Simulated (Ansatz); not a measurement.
# Nudged elastic band of GaH$_{4}$ClO (part 1 of 2)

- system: GaH$_{4}$ClO
- method: RKS B3LYP-D4/def2-mTZVP (Ansatz 0.2.0)

The run did not end well. One setting was made poor on purpose. It belongs to a series of runs on one base structure; here: band between the two ends.

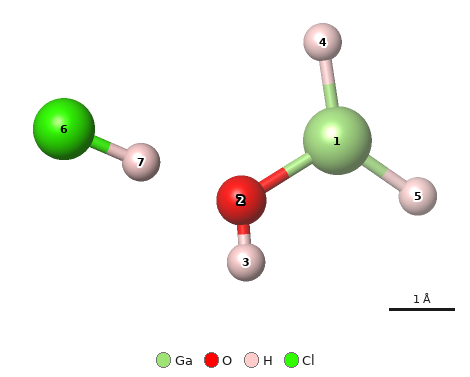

**Figure 1.** The starting structure (ball-and-stick view, seen at a tilt; atoms are numbered from 1 in the order of the input). Sticks mark near contacts. Bond lengths as drawn: Cl–H 1.33 Å, Ga–H 1.55 to 1.56 Å, Ga–O 1.82 Å and H–O 0.97 Å.

**Input**
```yaml
crystal:
  periodic: [false, false, false]
  atoms:
    - { symbol: Ga, position_ang: [-0.138295, -0.478404, -0.189139] }
    - { symbol: O, position_ang: [-0.480269, 0.444783, 1.341361] }
    - { symbol: H, position_ang: [-1.20949, 0.121841, 1.887348] }
    - { symbol: H, position_ang: [1.046732, 0.128533, -0.99052] }
    - { symbol: H, position_ang: [-1.06895, -1.709324, -0.449235] }
    - { symbol: Cl, position_ang: [0.857289, 3.004828, 2.292537] }
    - { symbol: H, position_ang: [0.257183, 1.881045, 1.904549] }
basis:
  gaussian: { orbitals: def2-mTZVP }
hamiltonian:
  xc: b3lyp
  dispersion: d4
neb:
  order_check: false
  images: 7
  f_tol: 0.03
  max_iterations: 60
  max_displacement: 0.5
  optimiser: lbfgs
  final_atoms:
    - { symbol: Ga, position_ang: [0.07797702, 0.39592809, -0.12815148] }
    - { symbol: O, position_ang: [-0.09758356, 0.02435556, 2.01549271] }
    - { symbol: H, position_ang: [-1.00631809, -0.2215393, 2.24799271] }
    - { symbol: H, position_ang: [1.4927918, -0.18778791, -0.43125358] }
    - { symbol: H, position_ang: [-1.32812306, -0.13577078, -0.56933603] }
    - { symbol: Cl, position_ang: [0.10273796, 2.59174948, 0.2986404] }
    - { symbol: H, position_ang: [0.02271794, 0.92636685, 2.36351628] }
  initial_path:
    images:
      - { positions_ang: [[-0.138295, -0.478404, -0.189139], [-0.480269, 0.444783, 1.341361], [-1.20949, 0.121841, 1.887348], [1.046732, 0.128533, -0.99052], [-1.06895, -1.709324, -0.449235], [0.857289, 3.004828, 2.292537], [0.257183, 1.881045, 1.904549]] }
      - { positions_ang: [[-0.0895927, -0.37522167, -0.12891229], [-0.38757741, 0.36000143, 1.55062779], [-1.16876832, 0.05647529, 2.0315732], [1.15323812, 0.06119782, -0.8982762], [-1.11119518, -1.31105251, -0.54570946], [0.67911336, 2.85294369, 1.88593814], [0.18898213, 1.74895793, 1.90165982]] }
      - { positions_ang: [[-0.04089041, -0.27203933, -0.06868557], [-0.29488582, 0.27521987, 1.75989457], [-1.12804663, -0.00889041, 2.1757984], [1.25974424, -0.00613735, -0.8060324], [-1.15344036, -0.91278101, -0.64218393], [0.50093772, 2.70105939, 1.47933928], [0.12078126, 1.61687086, 1.89877065]] }
      - { positions_ang: [[0.00781189, -0.168857, -0.00845886], [-0.20219423, 0.1904383, 1.96916136], [-1.08732495, -0.07425612, 2.32002361], [1.36625036, -0.07347253, -0.71378861], [-1.19568554, -0.51450952, -0.73865839], [0.32276208, 2.54917508, 1.07274042], [0.05258039, 1.48478379, 1.89588147]] }
      - { positions_ang: [[0.05651419, -0.06567467, 0.05176786], [-0.10950263, 0.10565673, 2.17842814], [-1.04660327, -0.13962183, 2.46424881], [1.47275648, -0.14080771, -0.62154481], [-1.23793072, -0.11623803, -0.83513286], [0.14458644, 2.39729077, 0.66614156], [-0.01562049, 1.35269672, 1.89299229]] }
      - { positions_ang: [[0.06187989, 0.04972602, 0.00678802], [-0.10652286, 0.08533144, 2.13769429], [-1.03653197, -0.1601012, 2.41018478], [1.47776531, -0.15255276, -0.573972], [-1.26047881, -0.12112122, -0.76868365], [0.13412432, 2.44590545, 0.57426627], [-0.00603588, 1.24611426, 2.01062329]] }
      - { positions_ang: [[0.0672456, 0.16512671, -0.03819181], [-0.1035431, 0.06500614, 2.09696043], [-1.02646068, -0.18058057, 2.35612076], [1.48277414, -0.16429781, -0.52639919], [-1.28302689, -0.1260044, -0.70223445], [0.1236622, 2.49452013, 0.48239098], [0.00354873, 1.13953179, 2.12825429]] }
      - { positions_ang: [[0.07261131, 0.2805274, -0.08317165], [-0.10056333, 0.04468085, 2.05622657], [-1.01638939, -0.20105993, 2.30205673], [1.48778297, -0.17604286, -0.47882639], [-1.30557498, -0.13088759, -0.63578524], [0.11320008, 2.54313481, 0.39051569], [0.01313333, 1.03294932, 2.24588528]] }
      - { positions_ang: [[0.07797702, 0.39592809, -0.12815148], [-0.09758356, 0.02435556, 2.01549271], [-1.00631809, -0.2215393, 2.24799271], [1.4927918, -0.18778791, -0.43125358], [-1.32812306, -0.13577078, -0.56933603], [0.10273796, 2.59174948, 0.2986404], [0.02271794, 0.92636685, 2.36351628]] }
```

Machine: 2 threads of Intel Xeon (Granite Rapids), 32 GiB of memory available, shared host.

Command:
```bash
ansatz run input.yaml --threads 2 --pin off --max-ram 3072MiB --backend cpu --events-out ev --progress --plain --runs-dir out
```

**Output**
```
Engine: ansatz 0.2.0, x86_64-unknown-linux-gnu
Functional definition: B3LYP
  parameter a0 = 0.2
  parameter ax = 0.72
  parameter ac = 0.81
  exchange = (1 - a0 - ax)*slater_x + ax*b88_x + a0*exact_x
  correlation = (1 - ac)*vwn_rpa_c + ac*lyp_c
936 factors; integrals over basis functions are off by at most 6.1e-4 eV
mean field evaluation 1: about -67010.2077 eV, gradient 6.4e1 eV
mean field evaluation 2: about -66970.6153 eV, gradient 1.5e2 eV
mean field evaluation 4: about -67016.3686 eV, gradient 9.9e0 eV
mean field evaluation 8: about -67016.4909 eV, gradient 1.3e-1 eV
mean field evaluation 16: about -67016.4910 eV, gradient 1.0e-5 eV
mean field -67016.49095316 eV, -2462.8106171194 hartree, gradient 1.0e-5 eV, S^2 0.000000; 0 other end points of the search recorded, 0 dependent functions left out
the calculation of the forces begins
reference -67016.49122404 eV, -2462.8106270742 hartree; 30, 30 occupied and 64, 64 virtual orbitals, 936 factors
936 factors; integrals over basis functions are off by at most 9.2e-4 eV
mean field -67017.54098194 eV, -2462.8492049656 hartree, gradient 3.1e-5 eV, S^2 0.000000; 0 other end points of the search recorded, 0 dependent functions left out
[... from here on the field's lines of each further geometry are left out, up to the last ...]
NEB iter   1: max|band force component| = 5.245e0 eV/Å  barrier→ = 0.9607 eV  barrier← = 2.0518 eV  Δτ_max = 0.0824 Å  (231 SCF iters)
NEB iter   2: max|band force component| = 2.002e0 eV/Å  barrier→ = 0.3405 eV  barrier← = 1.4316 eV  Δτ_max = 0.0612 Å  (206 SCF iters)
NEB iter   3: max|band force component| = 1.749e0 eV/Å  barrier→ = 0.2357 eV  barrier← = 1.3268 eV  Δτ_max = 0.1112 Å  (208 SCF iters)
NEB iter   4: max|band force component| = 1.666e0 eV/Å  barrier→ = 0.2478 eV  barrier← = 1.3389 eV  Δτ_max = 0.1074 Å  (206 SCF iters)
NEB iter   5: max|band force component| = 1.308e0 eV/Å  barrier→ = 0.2388 eV  barrier← = 1.3299 eV  Δτ_max = 0.0518 Å  (207 SCF iters)
NEB iter   6: max|band force component| = 8.341e-1 eV/Å  barrier→ = 0.1603 eV  barrier← = 1.2514 eV  Δτ_max = 0.1383 Å  (206 SCF iters)
NEB iter   7: max|band force component| = 1.330e0 eV/Å  barrier→ = 0.1493 eV  barrier← = 1.2405 eV  Δτ_max = 0.0204 Å  (204 SCF iters)
NEB iter   8: max|band force component| = 8.181e-1 eV/Å  barrier→ = 0.1311 eV  barrier← = 1.2222 eV  Δτ_max = 0.0227 Å  (206 SCF iters)
NEB iter   9: max|band force component| = 7.419e-1 eV/Å  barrier→ = 0.1204 eV  barrier← = 1.2115 eV  Δτ_max = 0.0528 Å  (202 SCF iters)
NEB iter  10: max|band force component| = 6.476e-1 eV/Å  barrier→ = 0.1216 eV  barrier← = 1.2127 eV  Δτ_max = 0.0958 Å  (205 SCF iters)
NEB iter  11: max|band force component| = 1.054e0 eV/Å  barrier→ = 0.1143 eV  barrier← = 1.2054 eV  Δτ_max = 0.0202 Å  (205 SCF iters)
NEB iter  12: max|band force component| = 5.907e-1 eV/Å  barrier→ = 0.0988 eV  barrier← = 1.1899 eV  Δτ_max = 0.0091 Å  (205 SCF iters)
NEB iter  13: max|band force component| = 4.952e-1 eV/Å  barrier→ = 0.0940 eV  barrier← = 1.1851 eV  CI = image 3  Δτ_max = 0.0091 Å  (171 SCF iters)
NEB iter  14: max|band force component| = 3.931e-1 eV/Å  barrier→ = 0.0917 eV  barrier← = 1.1828 eV  CI = image 3  Δτ_max = 0.0265 Å  (180 SCF iters)
NEB iter  15: max|band force component| = 5.420e-1 eV/Å  barrier→ = 0.0879 eV  barrier← = 1.1790 eV  CI = image 3  Δτ_max = 0.0086 Å  (190 SCF iters)
NEB iter  16: max|band force component| = 3.254e-1 eV/Å  barrier→ = 0.0857 eV  barrier← = 1.1768 eV  CI = image 3  Δτ_max = 0.0059 Å  (185 SCF iters)
NEB iter  17: max|band force component| = 3.465e-1 eV/Å  barrier→ = 0.0843 eV  barrier← = 1.1754 eV  CI = image 3  Δτ_max = 0.0058 Å  (151 SCF iters)
NEB iter  18: max|band force component| = 2.827e-1 eV/Å  barrier→ = 0.0829 eV  barrier← = 1.1741 eV  CI = image 3  Δτ_max = 0.0129 Å  (167 SCF iters)
NEB iter  19: max|band force component| = 4.704e-1 eV/Å  barrier→ = 0.0807 eV  barrier← = 1.1718 eV  CI = image 3  Δτ_max = 0.0069 Å  (179 SCF iters)
NEB iter  20: max|band force component| = 2.568e-1 eV/Å  barrier→ = 0.0791 eV  barrier← = 1.1702 eV  CI = image 3  Δτ_max = 0.0048 Å  (179 SCF iters)
NEB iter  21: max|band force component| = 2.710e-1 eV/Å  barrier→ = 0.0780 eV  barrier← = 1.1692 eV  CI = image 3  Δτ_max = 0.0047 Å  (151 SCF iters)
NEB iter  22: max|band force component| = 2.562e-1 eV/Å  barrier→ = 0.0770 eV  barrier← = 1.1681 eV  CI = image 3  Δτ_max = 0.0107 Å  (160 SCF iters)
NEB iter  23: max|band force component| = 4.073e-1 eV/Å  barrier→ = 0.0751 eV  barrier← = 1.1662 eV  CI = image 3  Δτ_max = 0.0060 Å  (177 SCF iters)
NEB iter  24: max|band force component| = 2.219e-1 eV/Å  barrier→ = 0.0738 eV  barrier← = 1.1649 eV  CI = image 3  Δτ_max = 0.0040 Å  (175 SCF iters)
NEB iter  25: max|band force component| = 2.147e-1 eV/Å  barrier→ = 0.0730 eV  barrier← = 1.1641 eV  CI = image 3  Δτ_max = 0.1000 Å  (149 SCF iters)
NEB iter  26: max|band force component| = 8.598e-1 eV/Å  barrier→ = 0.0568 eV  barrier← = 1.1479 eV  CI = image 3  Δτ_max = 0.0157 Å  (206 SCF iters)
NEB iter  27: max|band force component| = 2.510e-1 eV/Å  barrier→ = 0.0558 eV  barrier← = 1.1469 eV  CI = image 3  Δτ_max = 0.0022 Å  (194 SCF iters)
NEB iter  28: max|band force component| = 1.382e-1 eV/Å  barrier→ = 0.0554 eV  barrier← = 1.1465 eV  CI = image 3  Δτ_max = 0.0045 Å  (159 SCF iters)
NEB iter  29: max|band force component| = 1.767e-1 eV/Å  barrier→ = 0.0550 eV  barrier← = 1.1461 eV  CI = image 3  Δτ_max = 0.0029 Å  (162 SCF iters)
NEB iter  30: max|band force component| = 1.155e-1 eV/Å  barrier→ = 0.0547 eV  barrier← = 1.1459 eV  CI = image 3  Δτ_max = 0.0031 Å  (158 SCF iters)
NEB iter  31: max|band force component| = 1.613e-1 eV/Å  barrier→ = 0.0545 eV  barrier← = 1.1456 eV  CI = image 3  Δτ_max = 0.0028 Å  (152 SCF iters)
NEB iter  32: max|band force component| = 1.150e-1 eV/Å  barrier→ = 0.0542 eV  barrier← = 1.1453 eV  CI = image 3  Δτ_max = 0.0027 Å  (159 SCF iters)
NEB iter  33: max|band force component| = 1.542e-1 eV/Å  barrier→ = 0.0540 eV  barrier← = 1.1451 eV  CI = image 3  Δτ_max = 0.0023 Å  (151 SCF iters)
NEB iter  34: max|band force component| = 9.940e-2 eV/Å  barrier→ = 0.0537 eV  barrier← = 1.1448 eV  CI = image 3  Δτ_max = 0.0027 Å  (158 SCF iters)
NEB iter  35: max|band force component| = 1.439e-1 eV/Å  barrier→ = 0.0535 eV  barrier← = 1.1446 eV  CI = image 3  Δτ_max = 0.0026 Å  (148 SCF iters)
NEB iter  36: max|band force component| = 1.081e-1 eV/Å  barrier→ = 0.0533 eV  barrier← = 1.1444 eV  CI = image 3  Δτ_max = 0.0023 Å  (158 SCF iters)
NEB iter  37: max|band force component| = 1.403e-1 eV/Å  barrier→ = 0.0531 eV  barrier← = 1.1442 eV  CI = image 3  Δτ_max = 0.0020 Å  (150 SCF iters)
NEB iter  38: max|band force component| = 9.032e-2 eV/Å  barrier→ = 0.0529 eV  barrier← = 1.1440 eV  CI = image 3  Δτ_max = 0.0025 Å  (159 SCF iters)
NEB iter  39: max|band force component| = 1.359e-1 eV/Å  barrier→ = 0.0527 eV  barrier← = 1.1438 eV  CI = image 3  Δτ_max = 0.0024 Å  (149 SCF iters)
NEB iter  40: max|band force component| = 1.019e-1 eV/Å  barrier→ = 0.0525 eV  barrier← = 1.1436 eV  CI = image 3  Δτ_max = 0.0020 Å  (159 SCF iters)
NEB iter  41: max|band force component| = 1.292e-1 eV/Å  barrier→ = 0.0523 eV  barrier← = 1.1434 eV  CI = image 3  Δτ_max = 0.0019 Å  (146 SCF iters)
NEB iter  42: max|band force component| = 8.277e-2 eV/Å  barrier→ = 0.0521 eV  barrier← = 1.1432 eV  CI = image 3  Δτ_max = 0.0023 Å  (155 SCF iters)
NEB iter  43: max|band force component| = 1.289e-1 eV/Å  barrier→ = 0.0519 eV  barrier← = 1.1431 eV  CI = image 3  Δτ_max = 0.0023 Å  (146 SCF iters)
NEB iter  44: max|band force component| = 9.641e-2 eV/Å  barrier→ = 0.0518 eV  barrier← = 1.1429 eV  CI = image 3  Δτ_max = 0.0018 Å  (159 SCF iters)
NEB iter  45: max|band force component| = 1.197e-1 eV/Å  barrier→ = 0.0516 eV  barrier← = 1.1427 eV  CI = image 3  Δτ_max = 0.0017 Å  (141 SCF iters)
NEB iter  46: max|band force component| = 7.871e-2 eV/Å  barrier→ = 0.0515 eV  barrier← = 1.1426 eV  CI = image 3  Δτ_max = 0.0022 Å  (153 SCF iters)
NEB iter  47: max|band force component| = 1.229e-1 eV/Å  barrier→ = 0.0513 eV  barrier← = 1.1424 eV  CI = image 3  Δτ_max = 0.0022 Å  (146 SCF iters)
NEB iter  48: max|band force component| = 9.162e-2 eV/Å  barrier→ = 0.0512 eV  barrier← = 1.1423 eV  CI = image 3  Δτ_max = 0.0016 Å  (158 SCF iters)
NEB iter  49: max|band force component| = 1.114e-1 eV/Å  barrier→ = 0.0510 eV  barrier← = 1.1422 eV  CI = image 3  Δτ_max = 0.0016 Å  (138 SCF iters)
NEB iter  50: max|band force component| = 7.686e-2 eV/Å  barrier→ = 0.0509 eV  barrier← = 1.1420 eV  CI = image 3  Δτ_max = 0.0021 Å  (152 SCF iters)
NEB iter  51: max|band force component| = 1.192e-1 eV/Å  barrier→ = 0.0508 eV  barrier← = 1.1419 eV  CI = image 3  Δτ_max = 0.0021 Å  (145 SCF iters)
NEB iter  52: max|band force component| = 8.742e-2 eV/Å  barrier→ = 0.0506 eV  barrier← = 1.1418 eV  CI = image 3  Δτ_max = 0.0016 Å  (157 SCF iters)
NEB iter  53: max|band force component| = 1.042e-1 eV/Å  barrier→ = 0.0505 eV  barrier← = 1.1417 eV  CI = image 3  Δτ_max = 0.0015 Å  (138 SCF iters)
NEB iter  54: max|band force component| = 7.535e-2 eV/Å  barrier→ = 0.0504 eV  barrier← = 1.1415 eV  CI = image 3  Δτ_max = 0.0021 Å  (152 SCF iters)
NEB iter  55: max|band force component| = 1.173e-1 eV/Å  barrier→ = 0.0503 eV  barrier← = 1.1414 eV  CI = image 3  Δτ_max = 0.0020 Å  (142 SCF iters)
NEB iter  56: max|band force component| = 8.371e-2 eV/Å  barrier→ = 0.0502 eV  barrier← = 1.1413 eV  CI = image 3  Δτ_max = 0.0015 Å  (157 SCF iters)
NEB iter  57: max|band force component| = 9.803e-2 eV/Å  barrier→ = 0.0501 eV  barrier← = 1.1412 eV  CI = image 3  Δτ_max = 0.0014 Å  (137 SCF iters)
NEB iter  58: max|band force component| = 7.399e-2 eV/Å  barrier→ = 0.0500 eV  barrier← = 1.1411 eV  CI = image 3  Δτ_max = 0.0022 Å  (152 SCF iters)
NEB iter  59: max|band force component| = 1.152e-1 eV/Å  barrier→ = 0.0498 eV  barrier← = 1.1410 eV  CI = image 3  Δτ_max = 0.0019 Å  (144 SCF iters)
the calculation of the forces begins
reference -67017.26625435 eV, -2462.8391089129 hartree; 30, 30 occupied and 64, 64 virtual orbitals, 936 factors
these checks for a lower state are left out or cut short: starts, cluster_reference, orbital_swaps, neighbouring_geometries, increment
936 factors; integrals over basis functions are off by at most 9.7e-4 eV
mean field -67017.48835326 eV, -2462.8472708971 hartree, gradient 1.2e-5 eV, S^2 0.000000; 0 other end points of the search recorded, 0 dependent functions left out
the calculation of the forces begins
reference -67017.48859473 eV, -2462.8472797711 hartree; 30, 30 occupied and 64, 64 virtual orbitals, 936 factors
NEB iter  60: max|band force component| = 8.044e-2 eV/Å  barrier→ = 0.0497 eV  barrier← = 1.1409 eV  CI = image 3  Δτ_max = 0.0014 Å  (156 SCF iters)
```
